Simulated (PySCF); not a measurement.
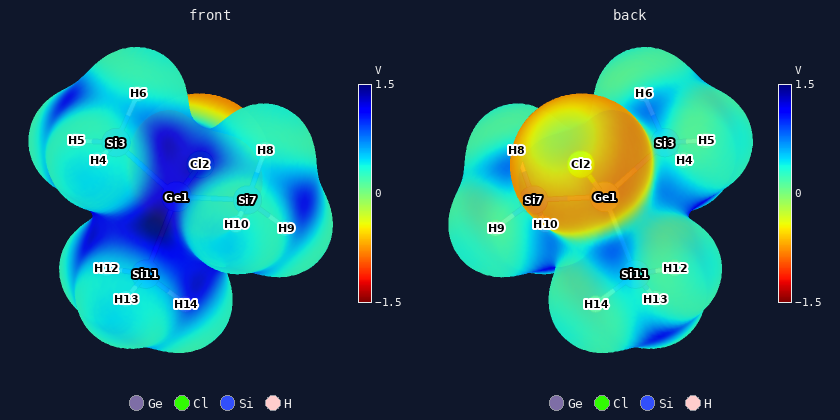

ClGeH9Si3 (GeCl(SiH3)3). The electrostatic potential painted on the density surface at 0.002 e/bohr³, seen from the front and from behind; red is negative and blue positive.

Geometry: PBE0-D3(BJ)/def2-SVP.

Theory: PySCF, PBE0/def2-SVPD, SCF density, gas phase.

```yaml
atoms:
  - { symbol: Ge, position_ang: [0.0106, 0.0068, 0.4400] }
  - { symbol: Cl, position_ang: [0.0837, 0.0262, 2.6411] }
  - { symbol: Si, position_ang: [2.3005, -0.0189, -0.2215] }
  - { symbol: H, position_ang: [2.3895, -0.0025, -1.7140] }
  - { symbol: H, position_ang: [2.9504, -1.2569, 0.3017] }
  - { symbol: H, position_ang: [2.9852, 1.1864, 0.3332] }
  - { symbol: Si, position_ang: [-1.1540, 2.0029, -0.1511] }
  - { symbol: H, position_ang: [-0.3635, 3.1909, 0.2875] }
  - { symbol: H, position_ang: [-2.4916, 2.0060, 0.5119] }
  - { symbol: H, position_ang: [-1.3324, 2.0459, -1.6344] }
  - { symbol: Si, position_ang: [-1.1666, -1.9953, -0.1011] }
  - { symbol: H, position_ang: [-0.4568, -3.1631, 0.4991] }
  - { symbol: H, position_ang: [-1.2180, -2.1542, -1.5878] }
  - { symbol: H, position_ang: [-2.5565, -1.9181, 0.4387] }
```

**Describe the electrostatic potential map.**

The most negative region (about −0.8 V) lies over Cl2, the most positive (about +1.4 V) over Ge1.

**What dipole moment does the calculation give?**

Its dipole moment is 2.27 D.
